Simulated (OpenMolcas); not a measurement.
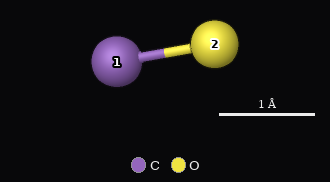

Fig. 1: The input geometry (ball-and-stick view, seen at a tilt; atoms are numbered from 1 in the order of the input). Bond lengths as drawn: C–O 1.12 Å.

**CO (charge −1): single-point calculation**

System: CO, charge −1, multiplicity 2.
Method: TPSS0/cc-pCVDZ, UKS (OpenMolcas 26.06).

The geometry is that of the parent species in another charge or spin state. The geometry comes from this level: PBE0-D4/def2-TZVP.

**The input**
```
* CO Kohn-Sham DFT

&gateway
  baslib = $CurrDir
  coord = input.xyz
  basis = cc-pCVDZ
  group = NoSym

&seward

&scf
  uhf
  charge = -1
  spin = 2
  ksdft = HYB_MGGA_XC_TPSS0
  thresholds = 1e-06 0.001 0.001 0.01
  prorbitals = 1 1
```

**File input.xyz**
```
2

C      0.479900    -0.155100     0.247200
O     -0.479900     0.155100    -0.247200
```

Hardware: 1 thread of Arm Neoverse V1, 24 GiB of memory available, shared host.

Run as:
```bash
export MOLCAS_MEM=1860
pymolcas job.inp > job.log
```

**Log**
```
--- Start Module: gateway ---

                                              &GATEWAY

                       available to each process: 1.9 GB of memory, 1 thread

 Basis Set     1 Label: C.CC-PCVDZ
 Basis set is read from library:.
 basistype.tbl is not found

 Basis Set     2 Label: O.CC-PCVDZ
 Basis set is read from library:.
 basistype.tbl is not found

++    Symmetry information:
      ---------------------

                    Character Table for C1

                             E
                    a        1  x, y, xy, Rz, z, xz, Ry, yz, Rx, I
--

++    Basis set information:
      ----------------------

      Basis set label: C.CC-PCVDZ.........

      Electronic valence basis set:
      ------------------
      Associated Effective Charge   6.000000 au
      Associated Actual Charge      6.000000 au
      Nuclear Model: Point charge

      Shell  nPrim  nBasis  Cartesian Spherical Contaminant
         s      10       4        X
         p       5       3        X
         d       1       1                 X

      Basis set label: O.CC-PCVDZ.........

      Electronic valence basis set:
      ------------------
      Associated Effective Charge   8.000000 au
      Associated Actual Charge      8.000000 au
      Nuclear Model: Point charge

      Shell  nPrim  nBasis  Cartesian Spherical Contaminant
         s      10       4        X
         p       5       3        X
         d       1       1                 X
--

++    Molecular structure info:
      -------------------------

                    ************************************************
                    **** Cartesian Coordinates / bohr, angstrom ****
                    ************************************************

     Center  Label                x              y              z                     x              y              z
        1      C1               0.906880      -0.293097       0.467140              0.479900      -0.155100       0.247200
        2      O2              -0.906880       0.293097      -0.467140             -0.479900       0.155100      -0.247200
--

            Nuclear Potential Energy             22.61178329 au

--- Stop Module: gateway /rc=_RC_ALL_IS_WELL_ ---

--- Start Module: seward ---

                                              &SEWARD

                       available to each process: 1.9 GB of memory, 1 thread

               SEWARD will generate:
                  Multipole Moment integrals up to order  2
                  Kinetic Energy integrals
                  Nuclear Attraction integrals (point charge)
                  One-Electron Hamiltonian integrals
                  Velocity integrals
                  Orbital angular momentum around ( -0.1294   0.0418  -0.0667 )
                  Velocity quadrupole around ( -0.1294   0.0418  -0.0667 )
                  Two-Electron Repulsion integrals

                   Integrals are discarded if absolute value <: 1.00E-14
                   Integral cutoff threshold is set to       <: 1.00E-16

            Nuclear Potential Energy             22.61178329 au

      Basis set specifications :
      Symmetry species         a
      Basis functions           36

--- Stop Module: seward /rc=_RC_ALL_IS_WELL_ ---

--- Start Module: scf ---

                                                &SCF

                       available to each process: 1.9 GB of memory, 1 thread

++    Input section:
      --------------

      Header of the integral files:

      Cartesian coordinates in angstrom:
      -----------------------------------------------------
      No.  Label        X            Y            Z
      -----------------------------------------------------
       1   C1         0.47990000  -0.15510000   0.24720000
       2   O2        -0.47990000   0.15510000  -0.24720000
      -----------------------------------------------------
      Nuclear repulsion energy =   22.61178329
--

++    Orbital specifications:
      -----------------------

      Symmetry species               1
                                     a
      Frozen orbitals                0
      Start temperature = 0.500
      End temperature   = 0.010
      Temperature Factor= 0.460
      Deleted orbitals               0
      Total number of orbitals      36
      Number of basis functions     36
--

      Molecular charge                          -1.000

      Numerical integration parameters
      --------------------------------
      Radial quadrature type:                         MHL
      Size of radial grid:                            75
      Lebedev angular grid:                           29
      Angular grid pruned with the crowding factor:  3.00E+00
                                 and fading factor:  6.00E+00
      Screening threshold for integral computation:   1.00E-11
      Radial quadrature accuracy:                     1.00E-25
      Maximum batch size:                             128
      AO values are stored on disk
      The same grid will be used for all iterations.

      DFT functional specifications
      -----------------------------
      Using Libxc version: 6.2.2
      Please cite the following reference:
      S. Lehtola, C. Steigemann, M. J.T. Oliveira, and M. A.L. Marques.,  SoftwareX 7, 1–5 (2018) doi:10.1016/j.softx.2017.11.002

      * TPSS0 with 25% exact exchange

++    Optimization specifications:
      ----------------------------

      SCF Algorithm: Conventional USCF
      D(i)-D(i-1) density differences are used
      Number of density matrices in core                 5
      Maximum number of NDDO SCF iterations            400
      Maximum number of HF SCF iterations              400
      Threshold for SCF energy change             1.00E-06
      Threshold for density matrix                1.00E-03
      Threshold for Fock matrix                   1.00E-03
      Threshold for linear dependence             1.00E-09
      Threshold at which DIIS is turned on        1.50E-01
      Maximum depth in the DIIS procedure                5
      Maximum depth in the BFGS Hessian update          30
      Threshold at which QNR/C2DIIS is turned on  7.50E-02
      Threshold for Norm(delta) (QNR/C2DIIS)      1.00E-02
      All orbitals punched on: UHFORB
--

      Input vectors read from INPORB
      Orbital file label: *Guess orbitals

++ Convergence information
                               UHF [...]      iterations: Energy and convergence statistics

Iter     Tot. [...]      One-elec.       Two-elec.     Energy      Max Dij or  Max Fij      DNorm      TNorm      AccCon     Time
         Energy          Energy          Energy        Change      Delta Norm                                                in Sec.
   1  -111.169205567  -214.279521134    80.498532280   0.00E+00    3.45E-01*   2.70E+00*    8.21E+00   7.43E+01   None         0.
   2  -111.924277420  -211.044510526    76.508449818  -7.55E-01*   2.98E-01*   1.58E-01*    9.92E+00   7.25E+01   EDIIS        0.
   3  -112.574598168  -214.294828673    79.108447218  -6.50E-01*   4.84E-01*   3.36E-01*    6.44E+00   7.35E+01   EDIIS        0.
   4  -112.513105316  -216.415225098    81.290336494   6.15E-02*   1.01E-01*   1.49E-01*    4.28E+00   7.47E+01   EDIIS        0.
   5  -113.145845975  -213.331267472    77.573638209  -6.33E-01*   2.32E-01*   7.41E-02*    1.58E+00   7.30E+01   EDIIS        0.
   6  -113.115886602  -216.031627687    80.303957798   3.00E-02*   3.60E-02*   3.47E-02*    1.06E+00   7.43E+01   EDIIS        0.
   7  -113.165801970  -214.878637206    79.101051947  -4.99E-02*   5.39E-02*   1.92E-02*    2.91E-01   7.37E+01   EDIIS        0.
   8  -113.163894610  -214.151580131    78.375902233   1.91E-03*   7.90E-03*   9.09E-03*    2.68E-01   7.33E+01   EDIIS        0.
   9  -113.167062472  -214.464769332    78.685923573  -3.17E-03*   1.14E-02*   4.57E-03*    8.49E-02   7.35E+01   EDIIS        0.
  10  -113.167009408  -214.645575457    78.866782761   5.31E-05*   2.40E-03*   2.33E-03*    6.85E-02   7.36E+01   EDIIS        0.
  11  -113.167138476  -214.563187574    78.784265810  -1.29E-04*   1.90E-03*   8.41E-04     2.14E-02   7.35E+01   EDIIS        0.
  12  -113.167138712  -214.548551300    78.769629300  -2.36E-07    5.66E-04    4.53E-04     1.60E-02   7.35E+01   EDIIS        0.

       Convergence after  12 Iterations
--

 *****************************************************************************************************************************
 *                                             SCF/KS-DFT Program, Final results                                             *
 *                                                       Final Results                                                       *
 *****************************************************************************************************************************

 ###############################################################################
 ###    WARNING: Warning:                                                    ###
 ###     The program may have converged to a solution                        ###
 ###    with partial occupation numbers!                                     ###
 ###############################################################################
::    Total KS-DFT energy                            -113.1671387123
      One-electron energy                            -214.5485513002
      Two-electron energy                              78.7696293000
      Nuclear repulsion energy                         22.6117832878
      Kinetic energy (interpolated)                   113.3116723174
      Virial theorem                                    0.9987244597
      Total spin, S(S+1)                                0.7519973955
      Total spin, S                                     0.5009981995
      Max non-diagonal density matrix element           0.0005657332
      Max non-diagonal Fock matrix element              0.0004529247

      All orbitals with orbital energies smaller than  E(LUMO)+0.5 are printed

++    Molecular orbitals:
      -------------------

      Title: UKS-DFT orbitals (alpha)

      Molecular orbitals for symmetry species 1: a

          Orbital            1         2         3         4         5         6         7         8         9        10
          Energy          -19.0160  -10.0083   -0.8331   -0.2468   -0.1397   -0.1397   -0.0413    0.2764    0.2764    0.5437
          Occ. No.          1.0000    1.0000    1.0000    1.0000    1.0000    1.0000    1.0000    0.5002    0.4998    0.0000

          Orbital           11        12        13
          Energy            0.7987    0.7987    0.8668
          Occ. No.          0.0000    0.0000    0.0000

--

      All orbitals with orbital energies smaller than  E(LUMO)+0.5 are printed

++    Molecular orbitals:
      -------------------

      Title: UKS-DFT orbitals (beta)

      Molecular orbitals for symmetry species 1: a

          Orbital            1         2         3         4         5         6         7         8         9        10
          Energy          -19.0071   -9.9986   -0.8171   -0.2236   -0.1057   -0.1057   -0.0098    0.3657    0.3658    0.5529
          Occ. No.          1.0000    1.0000    1.0000    1.0000    1.0000    1.0000    1.0000    0.0000    0.0000    0.0000

          Orbital           11        12
          Energy            0.8366    0.8366
          Occ. No.          0.0000    0.0000

--

++    Molecular charges:
      ------------------

      Mulliken charges per centre and basis function type
      ---------------------------------------------------

                            C1                      O2
                     alpha        beta       alpha        beta
      1s           1.9261      1.8991      1.8416      1.8374
      2px          0.5321      0.4402      0.7513      0.7317
      2pz          0.6233      0.3057      0.8048      0.7243
      2py          0.6433      0.2762      0.8166      0.7227
      3d2+         0.0118      0.0120      0.0026      0.0025
      3d1+         0.0133      0.0133      0.0030      0.0029
      3d0          0.0084      0.0093      0.0017      0.0015
      3d1-         0.0042      0.0046      0.0009      0.0008
      3d2-         0.0125      0.0133      0.0026      0.0024
      Total        3.7749      2.9736      4.2251      4.0264
      Total              6.7486                  8.2514

      Charge           -0.7486                 -0.2514

      Total electronic charge=   15.000000

      Total            charge=   -1.000000
--

++    Molecular orbitals:
      -------------------

      Title: Natural orbitals

      Molecular orbitals for symmetry species 1: a

          Orbital            1         2         3         4         5         6         7         8         9        10
          Energy          -18.9853   -9.8792   -0.4902   -0.6500   -0.1226   -0.1226   -0.0959    0.3216    0.3216    0.9347
          Occ. No.          2.0000    2.0000    2.0000    2.0000    1.9997    1.9997    1.9995    0.5001    0.5001    0.0005

          Orbital           11        12        13        14        15        16        17        18        19        20
          Energy            1.2756    1.2756    2.0199    1.1970    8.8161   20.9697    1.1028    6.1395    1.1030    8.0963
          Occ. No.          0.0002    0.0002    0.0000    0.0000    0.0000    0.0000    0.0000    0.0000    0.0000    0.0000

          Orbital           21        22        23        24        25        26        27        28        29        30
          Energy            1.5648    4.2001    1.5463    1.5033    1.5033   12.3688    3.4017    2.9884    3.3848    2.9886
          Occ. No.          0.0000    0.0000    0.0000    0.0000    0.0000    0.0000    0.0000    0.0000    0.0000    0.0000

          Orbital           31        32        33        34        35        36
          Energy           24.6718   21.9796   22.0193   37.2473   38.3479   38.3077
          Occ. No.          0.0000    0.0000    0.0000    0.0000    0.0000    0.0000

--

++    Molecular properties:
      ---------------------

      Charge (e):
                      =   -1.0000
      Dipole Moment (debye):
      Origin of the operator (angstrom)=   -0.0685    0.0221   -0.0353
                   X= -1.9816E+00               Y=  6.4043E-01               Z= -1.0207E+00           Total=  2.3192E+00
      Center of Charge (angstrom)
                     X=    0.34406838               Y=   -0.11120026               Z=    0.17723214
      Quadrupole Moment (debye*angstrom):
      Origin of the operator (angstrom)=   -0.0685    0.0221   -0.0353
                  XX= -1.6163E+01              XY=  9.7495E-01              XZ= -1.5538E+00              YY= -1.3462E+01
                  YZ=  5.0183E-01              ZZ= -1.3947E+01
      In traceless form (debye*angstrom)
                  XX= -2.4584E+00              XY=  1.4624E+00              XZ= -2.3306E+00              YY=  1.5931E+00
                  YZ=  7.5274E-01              ZZ=  8.6529E-01
--

--- Stop Module: scf /rc=_RC_ALL_IS_WELL_ ---
--- Module scf spent 2 seconds ---

.##################.
.# Happy landing! #.
.##################.

    Timing: Wall=3.23 User=2.60 System=0.62
```

**Results in brief**

| quantity | value |
| --- | --- |
| outcome | converged |
| total energy | −113.167139 hartree |
| basis functions | 36 |
| ⟨S²⟩ | 0.752 |
| wall time | 3.6 s |
| peak memory | 0.37 GiB |
